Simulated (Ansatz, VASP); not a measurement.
# Ti16C16Cl3 (Cl on TiC(001)) in two plane-wave programs

Wanted: the spread between two codes on one cell, functional and k mesh. The structure shown is the end of the VASP relaxation below.

Program: Ansatz 0.2.0. Level of theory: plane waves, with VASP 6.6.1 beside it; single point at PBEsol. Results are calculated unless marked as measured.

**1. Set-up**

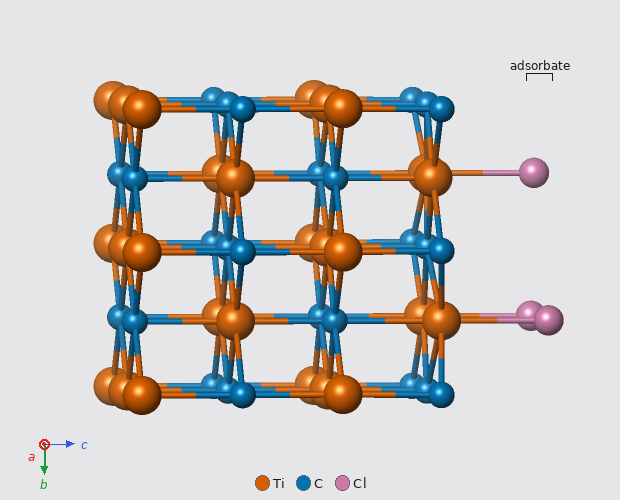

Start, viewed from the side, with the c axis across the page; titanium orange, carbon blue, chlorine pink. Some periodic images of atoms are drawn too.

The cell holds 35 atoms: 16 Ti, 16 C and 3 Cl. Its edges and angles: a = 6.095 Å, b = 6.095 Å, c = 24.715 Å, α = 90.0°, β = 90.0°, γ = 90.0°. It derives from TiC. Vacuum lies along c.

**2. VASP: relaxation, PBEsol**

This run makes the geometry at which the two programs are then compared.

Lines of VASP's logs that name or quote its potential files are left out, and so is its time.

INCAR

```
SYSTEM = Ti16C16Cl3
PREC = Normal
ENCUT = 400
EDIFF = 1E-05
NELM = 120
ISMEAR = 1
SIGMA = 0.1
LREAL = Auto
ALGO = Fast
GGA = PS
NBANDS = 168
LASPH = .TRUE.
LORBIT = 11
LWAVE = .FALSE.
LCHARG = .FALSE.
KPAR = 4
NCORE = 2
IBRION = 2
NSW = 80
ISIF = 2
EDIFFG = -0.04
POTIM = 0.4
MAXMIX = 40
IDIPOL = 3
LDIPOL = .TRUE.
DIPOL = 0.5 0.5 0.473
ISYM = 2
```

POSCAR

```
Ti16C16Cl3
1.0
    6.0952604540      0.0000000000      0.0000000000
    0.0000000000      6.0952604540      0.0000000000
    0.0000000000      0.0000000000     24.7150000000
Ti C Cl
16 16 3
Selective dynamics
Direct
    0.0000000000      0.0000000000      0.3236900670  F F F
    0.0000000000      0.5000000000      0.3236900670  F F F
    0.5000000000      0.0000000000      0.3236900670  F F F
    0.5000000000      0.5000000000      0.3236900670  F F F
    0.2500000000      0.2500000000      0.4108840780  F F F
    0.2500000000      0.7500000000      0.4108840780  F F F
    0.7500000000      0.2500000000      0.4108840780  F F F
    0.7500000000      0.7500000000      0.4108840780  F F F
    0.0000000000      0.0000000000      0.4980780900  T T T
    0.0000000000      0.5000000000      0.4980780900  T T T
    0.5000000000      0.0000000000      0.4980780900  T T T
    0.5000000000      0.5000000000      0.4980780900  T T T
    0.2500000000      0.2500000000      0.5852721020  T T T
    0.2500000000      0.7500000000      0.5852721020  T T T
    0.7500000000      0.2500000000      0.5852721020  T T T
    0.7500000000      0.7500000000      0.5852721020  T T T
    0.2500000000      0.2500000000      0.3236900670  F F F
    0.2500000000      0.7500000000      0.3236900670  F F F
    0.7500000000      0.2500000000      0.3236900670  F F F
    0.7500000000      0.7500000000      0.3236900670  F F F
    0.0000000000      0.0000000000      0.4108840780  F F F
    0.0000000000      0.5000000000      0.4108840780  F F F
    0.5000000000      0.0000000000      0.4108840780  F F F
    0.5000000000      0.5000000000      0.4108840780  F F F
    0.2500000000      0.2500000000      0.4980780900  T T T
    0.2500000000      0.7500000000      0.4980780900  T T T
    0.7500000000      0.2500000000      0.4980780900  T T T
    0.7500000000      0.7500000000      0.4980780900  T T T
    0.0000000000      0.0000000000      0.5852721020  T T T
    0.0000000000      0.5000000000      0.5852721020  T T T
    0.5000000000      0.0000000000      0.5852721020  T T T
    0.5000000000      0.5000000000      0.5852721020  T T T
    0.2500000000      0.2500000000      0.6763099330  T T T
    0.2500000000      0.7500000000      0.6763099330  T T T
    0.7500000000      0.7500000000      0.6763099330  T T T
```

KPOINTS

```
Automatic mesh
0
Gamma
4 4 1
0 0 0
```

Potentials, in the order of the species: Ti_sv, C and Cl (PBE family, release 64).

Launch:

```sh
> mpirun -np 8 vasp_std
```

Numbers of over 12 decimals in the logs are rounded to 6 here.

Output:

```text
[banner, memory and clock lines left out]
running    8 mpi-ranks, on    1 nodes
[...]
|                                                                             |
|               ----> ADVICE to this user running VASP <----                  |
|                                                                             |
|     You enforced a specific xc type in the INCAR file but a different       |
|     [... a line on the potential file left out ...]
|     I HOPE YOU KNOW WHAT YOU ARE DOING!                                     |
|                                                                             |

 LDA part: xc-table for (Slater+PW92), standard interpolation
 POSCAR, INCAR and KPOINTS ok, starting setup
[...]
entering main loop
       N       E                     dE             d eps       ncg     rms          rms(c)
DAV:   1     0.346523692344E+04    0.34652E+04   -0.12460E+05  2264   0.141E+03
DAV:   2     0.190665593772E+03   -0.32746E+04   -0.31698E+04  2272   0.485E+02
[...]
WARNING in EDDRMM: call to ZHEGV failed, returncode =   8  4     52
[... from here on, the cycles between the ionic steps are left out ...]
   9 F= -.31494890E+03 E0= -.31494803E+03  d E =-.498469E-02
[...]
WARNING in EDDRMM: call to ZHEGV failed, returncode =   8  4    104
  10 F= -.31494988E+03 E0= -.31494905E+03  d E =-.977809E-03
  11 F= -.31494992E+03 E0= -.31494911E+03  d E =-.101819E-02
[...]
WARNING in EDDRMM: call to ZHEGV failed, returncode =   6  3     54
  12 F= -.31495079E+03 E0= -.31495005E+03  d E =-.874072E-03
[...]
WARNING in EDDRMM: call to ZHEGV failed, returncode =   6  3    136
  13 F= -.31495130E+03 E0= -.31495067E+03  d E =-.137791E-02
[...]
WARNING in EDDRMM: call to ZHEGV failed, returncode =   6  3     91
[...]
WARNING in EDDRMM: call to ZHEGV failed, returncode =   8  4    135
[...]
WARNING in EDDRMM: call to ZHEGV failed, returncode =   8  4     49
  14 F= -.31495159E+03 E0= -.31495101E+03  d E =-.293430E-03
[...]
WARNING in EDDRMM: call to ZHEGV failed, returncode =   8  4     86
  15 F= -.31495170E+03 E0= -.31495128E+03  d E =-.399596E-03
[...]
reached required accuracy - stopping structural energy minimisation
```

From OUTCAR (step 2):

```text
  Total      -23.2389440    -23.2389440     -9.3843434      0.0000000      0.0000000     -0.0000000
  in kB      -40.5491562    -40.5491562    -16.3745481      0.0000000      0.0000000     -0.0000000
  external PRESSURE =     -32.4909535 kB  Pullay stress =       0.0000000 kB

 POSITION                                       TOTAL-FORCE (eV/Angst)
 -----------------------------------------------------------------------------------
      0.00000      0.00000      8.00000        -0.014482      0.014482      1.477254
      0.00000      3.04763      8.00000        -0.014482     -0.014482      1.477254
      3.04763      0.00000      8.00000         0.014482      0.014482      1.477254
      3.04763      3.04763      8.00000         0.014482     -0.014482      1.477254
      1.52382      1.52382     10.15500        -0.000000      0.000000      0.289022
      1.52382      4.57145     10.15500        -0.000000     -0.000000     -0.003015
      4.57145      1.52382     10.15500        -0.000000     -0.000000      0.135021
      4.57145      4.57145     10.15500        -0.000000     -0.000000      0.289022
      0.00582      6.08944     12.30466        -0.013009      0.013009      0.018648
      0.00582      3.05345     12.30466        -0.013009     -0.013009      0.018648
      3.04181      6.08944     12.30466         0.013009      0.013009      0.018648
      3.04181      3.05345     12.30466         0.013009     -0.013009      0.018648
      1.52382      1.52382     14.57004        -0.000000      0.000000     -0.022146
      1.52382      4.57145     14.49033        -0.000000     -0.000000      0.027119
[...]
-----------------------------------------------------------------------------------
    total drift:                                0.000000      0.000000     -0.210349

  FREE ENERGIE OF THE ION-ELECTRON SYSTEM (eV)
  ---------------------------------------------------
  free  energy   TOTEN  =      -314.9516963361 eV

  energy  without entropy=     -314.9504516148  energy(sigma->0) =     -314.95128143

 reached required accuracy - stopping structural energy minimisation

[... 3 further parts left out ...]
[key lines of the parts left out:]
E-fermi :   0.1566
```

(Continued in part 2 of 2.)

[Lines on the potential files, build, host, timing and source positions are cut from VASP's logs without a mark.]

[Logs are printed without paths, hosts, clocks, repeated set-up lines and the standing remarks that a program may print on its own settings, such as how far it seeks lower states.]

[Hosts, paths, dates, database ids (printed as entryN), source tags and the programs' standing remarks are cut or masked in the printed files.]
